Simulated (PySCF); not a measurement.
# PBE0/pc-1 run of SiHBrF2 (SMILES F[SiH](F)Br)

Aim: the vertical ionisation energy of SiHBrF2 at PBE0/pc-1, from 2 runs. The job is set up through a Python script.

The calculation is run with PySCF 2.14.0.

### Step 1. The structure to begin with

The species is SiHBrF2 (5 atoms), meant as a singlet with charge 0. As SMILES, `F[SiH](F)Br`. The shape is that of a PBE0-D4/def2-TZVP optimisation.

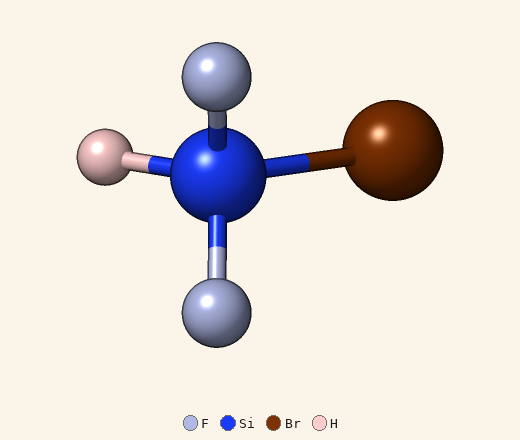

The structure, seen from a chosen angle (fluorine light blue, silicon blue, bromine brown, hydrogen pink).

### Step 2. A single-point energy at PBE0/pc-1

Input file start.xyz:

```xyz
5
BrF2HSi
F     -0.224900    -0.396300     1.531900
Si     0.124200     0.002500     0.045800
F      0.210200     1.576700    -0.017200
Br    -1.476800    -0.678900    -1.271900
H      1.417200    -0.577700    -0.330000
```

Input file run.py:

```python
# F[SiH](F)Br
from pyscf import gto, dft

molecule = gto.M(
    atom='start.xyz',
    spin=0,
    verbose=3,
    basis='pc-1',
    max_memory=1860,
)

myscf = dft.RKS(molecule, xc='pbe0')
myscf.grids.level = 4
myscf.conv_tol = 1e-10
myscf.kernel()
if not myscf.converged:
    myscf = myscf.newton().run(myscf.mo_coeff, myscf.mo_occ)

energy = myscf.e_tot
print('Final energy', energy)
```

Launch:

```
$ OMP_NUM_THREADS=1 python run.py
```

The program printed:

```text
converged SCF energy = -3063.36261535128
Final energy -3063.3626153512782
```

Run time: 9 s. Hardware: 1 thread of Arm Neoverse V2, shared host; peak memory 0.4 GiB.

### Step 3. The doublet cation, same level

Input file run.py:

```python
from pyscf import gto, dft

mol = gto.M(
    atom=[
    ('F', (-0.224900, -0.396300, 1.531900)),
    ('Si', (0.124200, 0.002500, 0.045800)),
    ('F', (0.210200, 1.576700, -0.017200)),
    ('Br', (-1.476800, -0.678900, -1.271900)),
    ('H', (1.417200, -0.577700, -0.330000)),
],
    verbose=3,
    max_memory=1860,
    spin=1,
    charge=1,
    basis='pc-1',
)

calc0 = dft.UKS(mol, xc='pbe0')
calc0.conv_tol = 1e-10
calc0.grids.level = 4
calc0.kernel()
if not calc0.converged:
    calc0 = calc0.newton().run(calc0.mo_coeff, calc0.mo_occ)

e_final = calc0.e_tot
print('E(%s) = %.9f' % ('PBE0', e_final))
```

Launch:

```
$ OMP_NUM_THREADS=1 python run.py
```

The program printed:

```text
WARN: HOMO -0.557779327070037 >= LUMO -0.557317045046732

converged SCF energy = -3062.92419580876  <S^2> = 0.75331319  2S+1 = 2.0033105
E(PBE0) = -3062.924195809
```

It took 23 s on 1 thread of Arm Neoverse V2, shared host; peak memory 0.41 GiB.

### Step 4. What came out

Level: PBE0/pc-1.

| quantity | value |
| --- | --- |
| singlet SiHBrF2: total energy | -3063.36262 Eh |
| singlet SiHBrF2: dipole moment | 1.31 D |
| singlet SiHBrF2: HOMO energy | -9.28 eV |
| singlet SiHBrF2: LUMO energy | 0.38 eV |
| singlet SiHBrF2: HOMO–LUMO gap | 9.66 eV |
| doublet cation: total energy | -3062.92420 Eh |
| doublet cation: HOMO energy (highest over α and β) | -16.93 eV |
| doublet cation: LUMO energy (lowest over α and β) | -14.49 eV |
| doublet cation: ⟨S²⟩ | 0.753 |
| vertical ionisation energy (to the doublet cation) | 11.930 eV |

Removing an electron at fixed nuclei costs 11.93 eV (1151 kJ/mol). The negative HOMO energy of the first species, 9.28 eV, lies 2.65 eV below that difference. Mulliken charges (singlet SiHBrF2) run from -0.40 on F1 to +1.23 on Si2. Mulliken charges (doublet cation) run from -0.34 on F1 to +1.25 on Si2.
